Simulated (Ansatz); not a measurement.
# H2O+ (doublet): correlated methods under varied settings at scale of all distances = 1.290

What do other methods and options give for H2O+ (doublet) at this geometry, and how long do they take?

Method: the settings change from run to run; program: Ansatz 0.2.0, Gaussian basis.

14 further runs of the same task are left out: 1 for a mislabelled method, 1 for a known fault of the program, 11 that didn't finish, 1 set aside as unsound or not needed.

## Step 1: What is computed

The geometry derives from a PBE0/def2-TZVP stationary point (not a proven minimum). All distances are scaled together.

3 atoms, charge 1, spin multiplicity 2.

Atoms are counted from 1 here; the program's logs count them from 0.

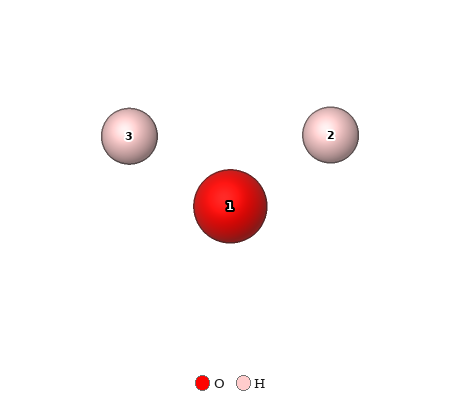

The geometry (oxygen red, hydrogen pink); atoms are numbered from 1 in the order of the file.

## Step 2: HF/def2-mTZVP

File in.yaml:

```yaml
crystal:
  periodic: [false, false, false]
  atoms:
    - {symbol: O, position_ang: [0.000000, -0.083343, 0.000000]}
    - {symbol: H, position_ang: [0.000000, 0.661466, -1.059271]}
    - {symbol: H, position_ang: [0.000000, 0.661466, 1.059271]}
basis:
  gaussian: {orbitals: def2-mTZVP}
total_charge: 1
magnetization: {spin_polarized: true, initial_magnetization: 1}
hamiltonian: {xc: hf}
output: {forces: true, orbitals: {seedname: orbitals}}
```

Started as:

```bash
$ ansatz run in.yaml --threads 1 --pin off --events-out ev --progress --plain --max-ram 2393MiB
```

Log:

```text
Functional definition: HF
  name "HF"
  cite "Fock, Z. Phys. 61, 126 (1930) doi:10.1007/BF01340294"
  parent pbe
  exchange = exact_x
  correlation = 0
284 factors; integrals over basis functions are off by at most 8.8e-4 eV
mean field evaluation 1: about -2052.2425 eV, gradient 3.2e1 eV
mean field evaluation 2: about -2052.2432 eV, gradient 3.2e1 eV
mean field evaluation 4: about -2056.1164 eV, gradient 1.6e0 eV
mean field evaluation 8: about -2056.1585 eV, gradient 3.0e-1 eV
mean field -2056.16419151 eV, -75.5626403197 hartree, gradient 1.8e-5 eV, S^2 0.797046; 0 other end points of the search recorded, 0 dependent functions left out
the calculation of the forces begins
reference -2056.16419151 eV, -75.5626403197 hartree; 5, 4 occupied and 25, 26 virtual orbitals, 284 factors
Total energy: -2056.16419151 eV, -75.5626403197 hartree
Atom 0 at     0.000000    -0.083343     0.000000 Å, force    -0.000000     6.204865    -0.000000 eV/Å
Atom 1 at     0.000000     0.661466    -1.059271 Å, force     0.000000    -3.102432     4.592716 eV/Å
Atom 2 at     0.000000     0.661466     1.059271 Å, force    -0.000000    -3.102432    -4.592716 eV/Å
Dipole moment:    -0.000000     0.615922    -0.000000 e Å
```

Wall time 0.18 s (1 thread of AMD EPYC 7R13, shared host).

From the report: ⟨S²⟩ of the determinant 0.797 (pure doublet: 0.75).

## Step 3: CASSCF(5,3)/aug-cc-pVDZ

File in.yaml:

```yaml
crystal:
  periodic: [false, false, false]
  atoms:
    - {symbol: O, position_ang: [0.000000, -0.083343, 0.000000]}
    - {symbol: H, position_ang: [0.000000, 0.661466, -1.059271]}
    - {symbol: H, position_ang: [0.000000, 0.661466, 1.059271]}
basis:
  gaussian: {orbitals: aug-cc-pVDZ}
total_charge: 1
magnetization: {spin_polarized: false, initial_magnetization: 1}
correlation: {active_space: {window: {electrons: 5, orbitals: 3}}}
output: {forces: true}
```

Launched as before.

Log, shortened:

```text
Functional definition: HF
  name "HF"
  cite "Fock, Z. Phys. 61, 126 (1930) doi:10.1007/BF01340294"
  parent pbe
[...]
387 factors; integrals over basis functions are off by at most 8.6e-4 eV
[...]
mean field -2055.65916304 eV, -75.5440808660 hartree, gradient 1.8e-6 eV, S^2 0.750000; 0 other end points of the search recorded, 0 dependent functions left out
reference -2055.65916304 eV, -75.5440808660 hartree; 5, 4 occupied and 36, 37 virtual orbitals, 387 factors
state -2055.65916304 eV, -75.5440808660 hartree
[...]
Total energy: -2055.65916304 eV, -75.5440808660 hartree
Atom 0 at     0.000000    -0.083343     0.000000 Å, force     0.000000     6.353336     0.000000 eV/Å
Atom 1 at     0.000000     0.661466    -1.059271 Å, force    -0.000000    -3.176668     4.642225 eV/Å
Atom 2 at     0.000000     0.661466     1.059271 Å, force    -0.000000    -3.176668    -4.642225 eV/Å
Dipole moment:    -0.000000     0.629666    -0.000000 e Å
```

It took 0.36 s on 1 thread of AMD EPYC 7R13, shared host.

From the report: 3 determinants; active occupations 2.00, 2.00, 1.00. With so small a space the active step adds no correlation: the energy is the mean field's.

## Step 4: BCCD/cc-pVDZ

File in.yaml:

```yaml
crystal:
  periodic: [false, false, false]
  atoms:
    - {symbol: O, position_ang: [0.000000, -0.083343, 0.000000]}
    - {symbol: H, position_ang: [0.000000, 0.661466, -1.059271]}
    - {symbol: H, position_ang: [0.000000, 0.661466, 1.059271]}
basis:
  gaussian: {orbitals: cc-pVDZ}
total_charge: 1
magnetization: {spin_polarized: true, initial_magnetization: 1}
hamiltonian: {xc: {name: B3LYP}}
correlation: {method: bccd, electrons: outside_noble_gas, diis_vectors: 4}
output: {forces: true}
```

Launched as before.

Log, shortened:

```text
Functional definition: B3LYP
  name "B3LYP"
  cite "Stephens, Devlin, Chabalowski & Frisch, J. Phys. Chem. 98, 11623 (1994) doi:10.1021/j100096a001"
  cite "Becke, Phys. Rev. A 38, 3098 (1988) doi:10.1103/PhysRevA.38.3098"
  cite "Lee, Yang & Parr, Phys. Rev. B 37, 785 (1988) doi:10.1103/PhysRevB.37.785"
  cite "Vosko, Wilk & Nusair, Can. J. Phys. 58, 1200 (1980) doi:10.1139/p80-159"
[...]
224 factors; integrals over basis functions are off by at most 6.5e-4 eV
[...]
mean field -2065.61340596 eV, -75.9098925461 hartree, gradient 6.8e-6 eV, S^2 0.758028; 2 other end points of the search recorded, 0 dependent functions left out
1 core orbitals not correlated: weight in the atoms' cores, before any rotation towards them, 1.000 or more for the frozen orbitals, at most 0.000 for the correlated occupied ones
reference -2055.51990267 eV, -75.5389631418 hartree; 4, 3 occupied and 19, 20 virtual orbitals, 224 factors
second order -4.82376781 eV of doubles, -0.13941214 eV of singles
cycle   1  -5.08634339 eV  change   -1.2e-1 eV  update   4.9e-2
[...]
cycle  17  -5.29633219 eV  change   -8.1e-7 eV  update   3.9e-7
[...]
Total energy: -2060.81623486 eV, -75.7335997598 hartree
Atom 0 at     0.000000    -0.083343     0.000000 Å, force     0.000000     5.101490    -0.000000 eV/Å
Atom 1 at     0.000000     0.661466    -1.059271 Å, force    -0.000000    -2.550745     4.086376 eV/Å
Atom 2 at     0.000000     0.661466     1.059271 Å, force     0.000000    -2.550745    -4.086376 eV/Å
Dipole moment:    -0.000000     0.588318     0.000000 e Å
```

Run time: 1.1 s. Hardware: 1 thread of AMD EPYC 7R13, shared host.

From the report: ⟨S²⟩ of the determinant 0.758 (pure doublet: 0.75); correlation -5.2963 eV; largest double amplitude 0.07.

## Step 5: CCSDT on ROHF/def2-SVP

File in.yaml:

```yaml
crystal:
  periodic: [false, false, false]
  atoms:
    - {symbol: O, position_ang: [0.000000, -0.083343, 0.000000]}
    - {symbol: H, position_ang: [0.000000, 0.661466, -1.059271]}
    - {symbol: H, position_ang: [0.000000, 0.661466, 1.059271]}
basis:
  gaussian: {orbitals: def2-SVP}
total_charge: 1
magnetization: {spin_polarized: false, initial_magnetization: 1}
correlation: {method: ccsdt, electrons: valence}
output: {forces: true}
```

Same command.

Log, shortened:

```text
Functional definition: HF
  name "HF"
  cite "Fock, Z. Phys. 61, 126 (1930) doi:10.1007/BF01340294"
  parent pbe
[...]
383 factors; integrals over basis functions are off by at most 1.6e-7 eV
[...]
mean field -2053.63061585 eV, -75.4695331315 hartree, gradient 9.7e-7 eV, S^2 0.750000; 1 other end points of the search recorded, 0 dependent functions left out
determinant -2053.63061585 eV, -75.4695331315 hartree, with singles and doubles -2058.87206294 eV, -75.6621527595 hartree
determinant -2051.97088179 eV, -75.4085390300 hartree, with singles and doubles -2056.96716343 eV, -75.5921489936 hartree
1 core orbitals not correlated: weight in the atoms' cores, before any rotation towards them, 1.000 or more for the frozen orbitals, at most 0.000 for the correlated occupied ones
reference -2053.63061585 eV, -75.4695331315 hartree; 4, 3 occupied and 19, 20 virtual orbitals, 383 factors
second order -4.64452016 eV of doubles, -0.08688385 eV of singles
cycle   1  -5.00071726 eV  change   -2.7e-1 eV  update   5.9e-2
[...]
cycle  17  -5.35179224 eV  change   -2.1e-7 eV  update   2.3e-7
[...]
Total energy: -2058.98240808 eV, -75.6662078686 hartree
Atom 0 at     0.000000    -0.083343     0.000000 Å, force    -0.000000     5.152173     0.000000 eV/Å
Atom 1 at     0.000000     0.661466    -1.059271 Å, force     0.000000    -2.576086     4.053571 eV/Å
Atom 2 at     0.000000     0.661466     1.059271 Å, force    -0.000000    -2.576086    -4.053571 eV/Å
Dipole moment:     0.000000     0.598298    -0.000000 e Å
```

Wall time 4.5 s (1 thread of AMD EPYC 7R13, shared host).

From the report: correlation -5.3518 eV; T1 0.024; largest double amplitude 0.08.

## Step 6: HF/def2-SVP

in.yaml, as its differences from that of step 5:

```diff
@@ -10,3 +10,4 @@
 magnetization: {spin_polarized: false, initial_magnetization: 1}
-correlation: {method: ccsdt, electrons: valence}
-output: {forces: true}
+hamiltonian: {xc: hf}
+scf: {lower_state_search: off}
+output: {forces: true, orbitals: {seedname: orbitals}}
```

Launched as before.

Log, shortened:

```text
Functional definition: HF
  name "HF"
  cite "Fock, Z. Phys. 61, 126 (1930) doi:10.1007/BF01340294"
  parent pbe
[...]
239 factors; integrals over basis functions are off by at most 7.1e-4 eV
[...]
mean field -2053.63061484 eV, -75.4695330945 hartree, gradient 9.7e-7 eV, S^2 0.750000; 0 other end points of the search recorded, 0 dependent functions left out
[...]
reference -2053.63061484 eV, -75.4695330945 hartree; 5, 4 occupied and 19, 20 virtual orbitals, 239 factors
Total energy: -2053.63061484 eV, -75.4695330945 hartree
Atom 0 at     0.000000    -0.083343     0.000000 Å, force     0.000000     6.686511     0.000000 eV/Å
Atom 1 at     0.000000     0.661466    -1.059271 Å, force    -0.000000    -3.343256     4.714247 eV/Å
Atom 2 at     0.000000     0.661466     1.059271 Å, force    -0.000000    -3.343256    -4.714247 eV/Å
Dipole moment:     0.000000     0.681149    -0.000000 e Å
Checks for a lower state left out: stability, starts, cluster_reference, orbital_swaps, neighbouring_geometries, increment
```

Run time: 0.12 s. Hardware: 1 thread of AMD EPYC 7R13, shared host.

## Step 7: BCCD(T) on ROHF/STO-3G

File in.yaml:

```yaml
crystal:
  periodic: [false, false, false]
  atoms:
    - {symbol: O, position_ang: [0.000000, -0.083343, 0.000000]}
    - {symbol: H, position_ang: [0.000000, 0.661466, -1.059271]}
    - {symbol: H, position_ang: [0.000000, 0.661466, 1.059271]}
basis:
  gaussian: {orbitals: STO-3G}
total_charge: 1
magnetization: {spin_polarized: false, initial_magnetization: 1}
correlation: {method: bccd_t, electrons: valence}
scf: {omitted_lower_state_checks: [cluster_reference]}
output: {forces: true}
```

The command is unchanged.

Log, shortened:

```text
Functional definition: HF
  name "HF"
  cite "Fock, Z. Phys. 61, 126 (1930) doi:10.1007/BF01340294"
  parent pbe
[...]
90 factors; integrals over basis functions are off by at most 3.0e-6 eV
[...]
mean field -2029.53496635 eV, -74.5840343451 hartree, gradient 1.6e-6 eV, S^2 0.750000; 0 other end points of the search recorded, 0 dependent functions left out
1 core orbitals not correlated: weight in the atoms' cores, before any rotation towards them, 1.000 or more for the frozen orbitals, at most 0.000 for the correlated occupied ones
reference -2029.53496635 eV, -74.5840343451 hartree; 4, 3 occupied and 2, 3 virtual orbitals, 90 factors
second order -1.35916803 eV of doubles, -0.02563917 eV of singles
cycle   1  -1.76152731 eV  change   -3.7e-1 eV  update   7.1e-2
[...]
cycle  13  -2.06757861 eV  change    4.7e-7 eV  update   3.8e-7
perturbative correction -0.02949333 eV, -0.0010838598 hartree
[...]
Total energy: -2031.63203829 eV, -74.6611003174 hartree
Atom 0 at     0.000000    -0.083343     0.000000 Å, force    -0.000000     4.753710     0.000000 eV/Å
Atom 1 at     0.000000     0.661466    -1.059271 Å, force     0.000000    -2.376855     4.333881 eV/Å
Atom 2 at     0.000000     0.661466     1.059271 Å, force     0.000000    -2.376855    -4.333881 eV/Å
Dipole moment:     0.000000     0.490187     0.000000 e Å
Checks for a lower state left out: cluster_reference
```

Wall time 0.27 s (1 thread of AMD EPYC 7R13, shared host).

From the report: correlation -2.0971 eV; largest double amplitude 0.12.

## Step 8: BCCD(T) on ROHF/6-31G

File in.yaml:

```yaml
crystal:
  periodic: [false, false, false]
  atoms:
    - {symbol: O, position_ang: [0.000000, -0.083343, 0.000000]}
    - {symbol: H, position_ang: [0.000000, 0.661466, -1.059271]}
    - {symbol: H, position_ang: [0.000000, 0.661466, 1.059271]}
basis:
  gaussian: {orbitals: 6-31G, fitting: {mean_field: def2-universal-jkfit}}
total_charge: 1
magnetization: {spin_polarized: false, initial_magnetization: 1}
correlation: {method: bccd_t, electrons: outside_noble_gas}
scf: {lower_state_search: off}
```

Launched as before.

Log, shortened:

```text
Functional definition: HF
  name "HF"
  cite "Fock, Z. Phys. 61, 126 (1930) doi:10.1007/BF01340294"
  parent pbe
[...]
113 factors; integrals over basis functions are off by at most 1.1e-1 eV
[...]
mean field -2054.59263931 eV, -75.5048868416 hartree, gradient 9.5e-7 eV, S^2 0.750000; 0 other end points of the search recorded, 0 dependent functions left out
1 core orbitals not correlated: weight in the atoms' cores, before any rotation towards them, 1.000 or more for the frozen orbitals, at most 0.000 for the correlated occupied ones
reference -2054.59263931 eV, -75.5048868416 hartree; 4, 3 occupied and 8, 9 virtual orbitals, 113 factors
second order -3.06425302 eV of doubles, -0.02471288 eV of singles
cycle   1  -3.26744798 eV  change   -1.8e-1 eV  update   6.0e-2
[...]
cycle  12  -3.50129219 eV  change    3.3e-7 eV  update   2.5e-6
perturbative correction -0.05291556 eV, -0.0019446111 hartree
Total energy: -2058.14684706 eV, -75.6355015674 hartree
Checks for a lower state left out: stability, starts, cluster_reference, orbital_swaps, neighbouring_geometries, increment
```

Wall time 0.3 s (1 thread of AMD EPYC 7R13, shared host).

From the report: correlation -3.5542 eV; largest double amplitude 0.08.

## Step 9: NEVPT4(SD)(3,6)/cc-pVDZ

File in.yaml:

```yaml
crystal:
  periodic: [false, false, false]
  atoms:
    - {symbol: O, position_ang: [0.000000, -0.083343, 0.000000]}
    - {symbol: H, position_ang: [0.000000, 0.661466, -1.059271]}
    - {symbol: H, position_ang: [0.000000, 0.661466, 1.059271]}
basis:
  gaussian: {orbitals: cc-pVDZ}
total_charge: 1
magnetization: {spin_polarized: false, initial_magnetization: 1}
hamiltonian: {pseudopotentials: {relativity: scalar}}
correlation: {method: fic_nevpt4_sd, electrons: valence, active_space: {window: {electrons: 3, orbitals: 6}}}
```

Same command.

Log:

```text
Functional definition: HF
  name "HF"
  cite "Fock, Z. Phys. 61, 126 (1930) doi:10.1007/BF01340294"
  parent pbe
  exchange = exact_x
  correlation = 0
224 factors; integrals over basis functions are off by at most 6.5e-4 eV
mean field evaluation 1: about -2053.4697 eV, gradient 3.9e1 eV
mean field evaluation 2: about -2053.4695 eV, gradient 3.9e1 eV
mean field evaluation 4: about -2056.8673 eV, gradient 1.7e0 eV
mean field evaluation 8: about -2056.8827 eV, gradient 3.2e-4 eV
mean field -2056.88268504 eV, -75.5890444699 hartree, gradient 1.0e-6 eV, S^2 0.750000; 0 other end points of the search recorded, 0 dependent functions left out
reference -2056.88268504 eV, -75.5890444699 hartree; 5, 4 occupied and 19, 20 virtual orbitals, 224 factors
state -2058.18767848 eV, -75.6370020946 hartree
state -2058.18767848 eV, -75.6370020946 hartree; corrected -2062.21943312 eV, -75.7851663445 hartree
Total energy: -2062.21943312 eV, -75.7851663445 hartree
Relativity: scalar
```

It took 0.88 s on 1 thread of AMD EPYC 7R13, shared host.

From the report: 45 determinants; active occupations 1.95, 1.00, 0.05, 0.00, 0.00, 0.00.

## Step 10: NEVPT4(SD)(5,3)/def2-mTZVP

File in.yaml:

```yaml
crystal:
  periodic: [false, false, false]
  atoms:
    - {symbol: O, position_ang: [0.000000, -0.083343, 0.000000]}
    - {symbol: H, position_ang: [0.000000, 0.661466, -1.059271]}
    - {symbol: H, position_ang: [0.000000, 0.661466, 1.059271]}
basis:
  gaussian: {orbitals: def2-mTZVP}
total_charge: 1
magnetization: {spin_polarized: false, initial_magnetization: 1}
correlation: {method: fic_nevpt4_sd, electrons: outside_noble_gas, active_space: {window: {electrons: 5, orbitals: 3}}}
```

Same command.

Log:

```text
Functional definition: HF
  name "HF"
  cite "Fock, Z. Phys. 61, 126 (1930) doi:10.1007/BF01340294"
  parent pbe
  exchange = exact_x
  correlation = 0
284 factors; integrals over basis functions are off by at most 8.8e-4 eV
mean field evaluation 1: about -2052.2447 eV, gradient 4.4e1 eV
mean field evaluation 2: about -2052.2451 eV, gradient 4.4e1 eV
mean field evaluation 4: about -2055.9600 eV, gradient 2.1e0 eV
mean field evaluation 8: about -2055.9820 eV, gradient 6.9e-2 eV
mean field -2055.98198127 eV, -75.5559442170 hartree, gradient 3.3e-6 eV, S^2 0.750000; 0 other end points of the search recorded, 0 dependent functions left out
reference -2055.98198127 eV, -75.5559442170 hartree; 5, 4 occupied and 25, 26 virtual orbitals, 284 factors
state -2055.98198127 eV, -75.5559442170 hartree
state -2055.98198127 eV, -75.5559442170 hartree; corrected -2061.33141135 eV, -75.7525321463 hartree
WARN: 2 active orbitals are nearly empty or full. The corrections depend on them more than the energy does, and are more stable in an active space without them
Total energy: -2061.33141135 eV, -75.7525321463 hartree
```

Wall time 0.36 s (1 thread of AMD EPYC 7R13, shared host).

From the report: 1 determinant; active occupations 2.00, 2.00, 1.00. The report marks this result as in doubt.

## Step 11: All runs side by side

Where basis and cores are those of an earlier FCI/cc-pVDZ run (-2060.9562 eV), and the state is the same kind, the miss against it is given. † marks a result that the program doubts.

| level | correlated | functions | energy (eV) | from FCI (meV) | time |
| --- | --- | --- | --- | --- | --- |
| HF/def2-mTZVP |  | 30 | -2056.1642 |  | 0.18 s |
| CASSCF(5,3)/aug-cc-pVDZ |  | 41 | -2055.6592 |  | 0.36 s |
| BCCD/cc-pVDZ (on B3LYP orbitals) | outside noble gas | 24 | -2060.8162 | 140.0 | 1.1 s |
| CCSDT on ROHF/def2-SVP | valence | 24 | -2058.9824 |  | 4.5 s |
| HF/def2-SVP |  | 24 | -2053.6306 |  | 0.12 s |
| BCCD(T) on ROHF/STO-3G | valence | 7 | -2031.6320 |  | 0.27 s |
| BCCD(T) on ROHF/6-31G | outside noble gas | 13 | -2058.1468 |  | 0.3 s |
| NEVPT4(SD)(3,6)/cc-pVDZ (relativity set) | valence | 24 | -2062.2194 |  | 0.88 s |
| NEVPT4(SD)(5,3)/def2-mTZVP † | outside noble gas | 30 | -2061.3314 |  | 0.36 s |

## Step 12: Results

```
quantity                          value
    runs                              9
quickest            HF/def2-SVP, 0.12 s
 slowest  CCSDT on ROHF/def2-SVP, 4.5 s
```

What this shows: Total energies in different bases, with other cores or another treatment of relativity can't be set against each other. CCSDT on ROHF/def2-SVP took 38 times as long as HF/def2-SVP; the jobs differ in more than the method. Cores frozen from Kohn-Sham orbitals shift the total energy.
